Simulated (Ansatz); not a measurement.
# FH6Si3···H3Si···H···F: what the fields show

Input file:

```
crystal:
  periodic: [false, false, false]
  atoms:
    - {symbol: Si, position_ang: [-0.181801, -0.065438, -0.347615]}
    - {symbol: Si, position_ang: [-0.702623, 1.305280, 1.814496]}
    - {symbol: Si, position_ang: [-0.658693, -2.348201, -0.226645]}
    - {symbol: Si, position_ang: [1.286017, 0.963241, -1.844596]}
    - {symbol: F, position_ang: [-1.637485, 0.620922, -0.688621]}
    - {symbol: H, position_ang: [0.578683, 0.244557, 1.197649]}
    - {symbol: F, position_ang: [1.474120, -0.501059, 0.756119]}
    - {symbol: H, position_ang: [0.127493, 1.424756, 3.043148]}
    - {symbol: H, position_ang: [-0.853939, 2.630062, 1.173605]}
    - {symbol: H, position_ang: [-2.002190, 0.676381, 2.138043]}
    - {symbol: H, position_ang: [-0.957704, -2.698333, 1.187021]}
    - {symbol: H, position_ang: [-1.830643, -2.692896, -1.073978]}
    - {symbol: H, position_ang: [0.536563, -3.102122, -0.681671]}
    - {symbol: H, position_ang: [0.574074, 1.416513, -3.068188]}
    - {symbol: H, position_ang: [2.345776, -0.012269, -2.205182]}
    - {symbol: H, position_ang: [1.902451, 2.138506, -1.173586]}
basis:
  gaussian: {orbitals: def2-TZVPP}
hamiltonian: {xc: pbe0, dispersion: d4}
output: {orbitals: {seedname: orbitals}}
```

Launched as:

```sh
ansatz run in.yaml --threads 2 --pin off --events-out ev --progress --plain --max-ram 32768MiB --backend cuda --devices 0, --max-vram 18GiB
```

A transition-state structure; geometry: PBE0-D4/def2-TZVP.

Computed with RKS PBE0-D4/def2-TZVPP in Ansatz 0.2.0.

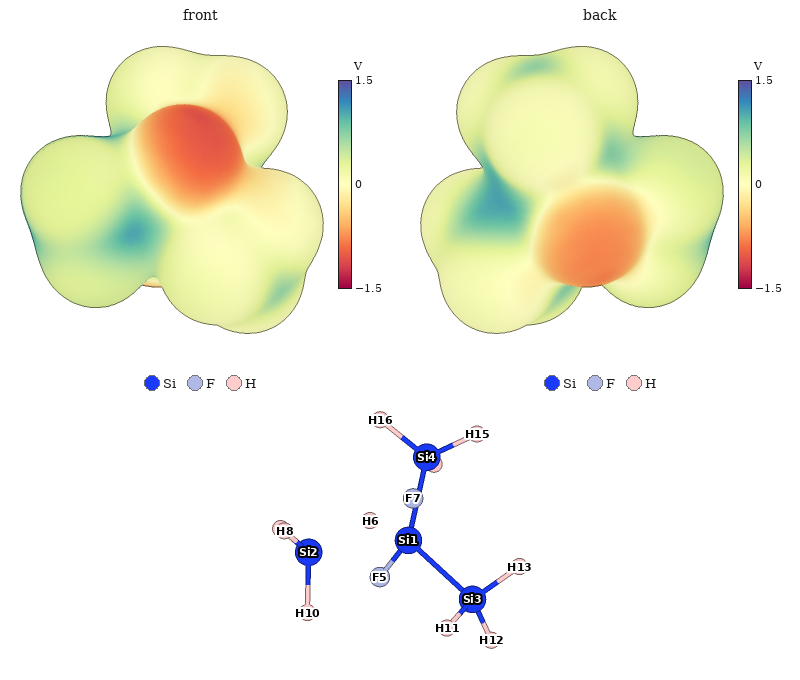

Figure 1. The molecular electrostatic potential painted on the density surface at 0.001 e/bohr³, seen from the front and from behind; the colour scale runs from red (negative) to blue (positive). The bare structure is drawn below in the same view.

Describe the electrostatic potential map.

Answer. The most negative region (about −1.0 V) lies over F7, the most positive (about +1.0 V) over Si1, Si2, Si3 and Si4.

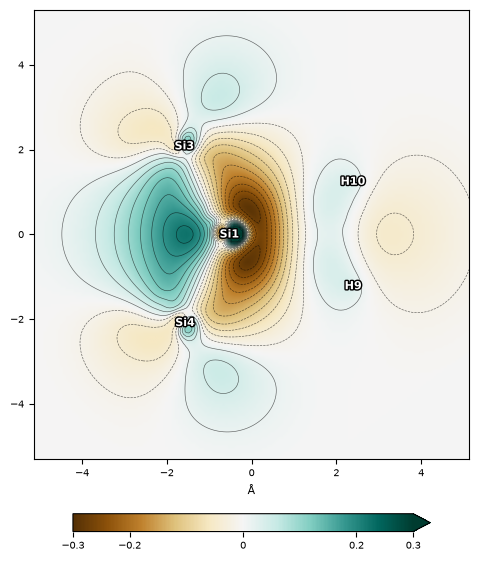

Figure 2. One frontier orbital on the plane of atoms Si3, Si1 and Si4 (values in Å⁻³ᐟ²; the overall sign is arbitrary).

Which orbital is it: HOMO or LUMO?

Answer. The LUMO, at −1.39 eV. By Hirshfeld shares it lies mainly on Si1 (about 30 %), Si2 (about 15 %), Si3 (about 10 %) and Si4 (about 10 %).

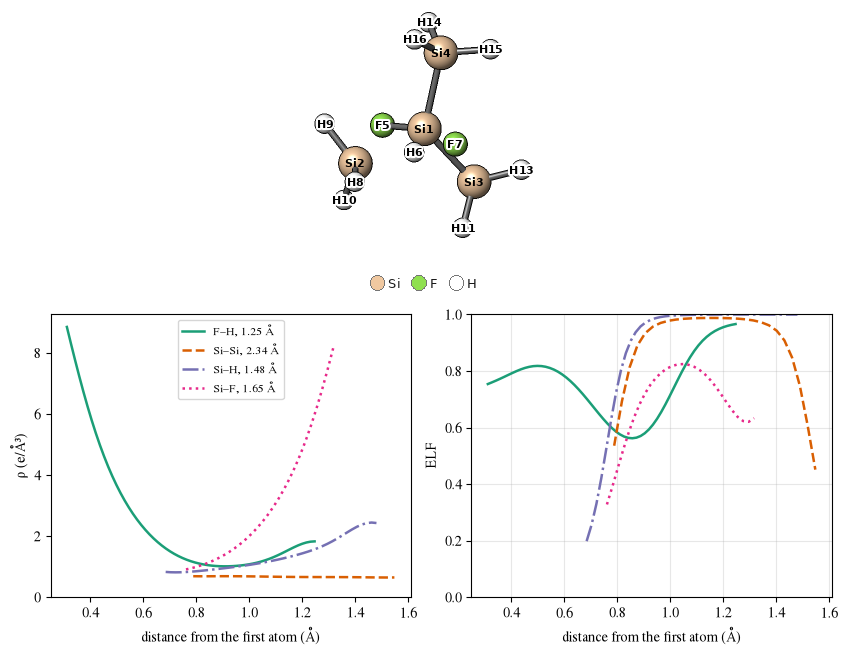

Figure 3. Electron density and ELF along straight lines between neighbouring atoms. The curves leave out the atomic cores. The structure is drawn too.

Compare the contacts.

Answer. F7···H6 (1.25 Å): the density falls to about 1 e/Å³ on the way; the ELF climbs to about 0.90 towards the hydrogen, as it does in any bond to H.
Si–Si (2.34 Å): ρ is about 0.66 e/Å³ halfway; the ELF peaks at about 1 between the atoms (a covalent bond).
Si–H (1.48 Å): ρ is about 0.81 e/Å³ halfway; the ELF climbs to about 1 towards the hydrogen.
Si–F (1.65 Å): the density is about 1.1 e/Å³ at the midpoint; the ELF peaks at about 0.80 in the valence shell of F, 0.6 Å from its nucleus, and is about 0.50 at the midpoint.

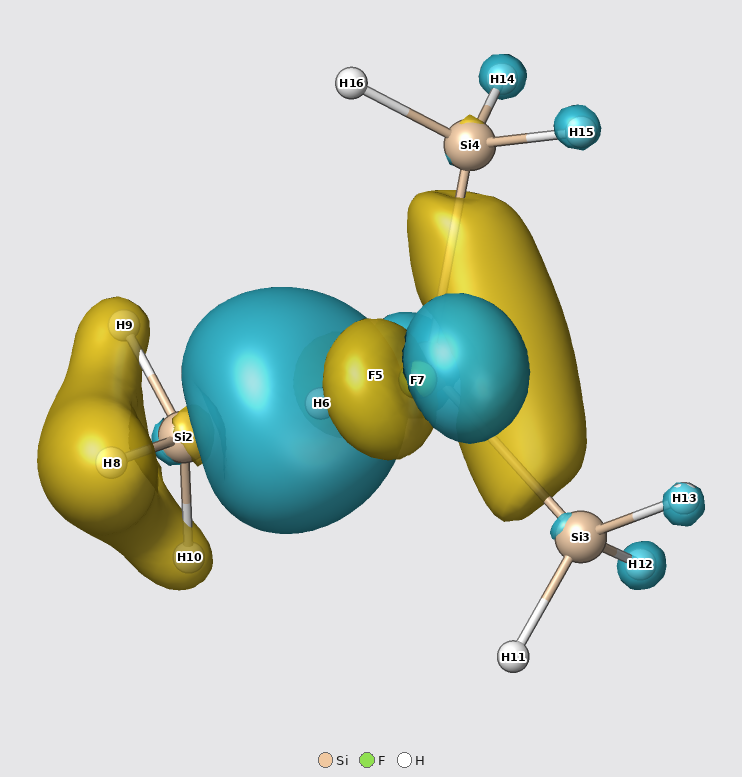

Figure 4. The HOMO−1 at ±0.1 Å⁻³ᐟ² (yellow and cyan are the two phases), seen across its widest extent.

Describe this orbital and give its energy.

Answer. By Hirshfeld shares it lies mainly on Si2 (about 25 %), F7 (about 25 %), Si1 (about 15 %) and H6 (about 10 %). Its energy is −8.29 eV.
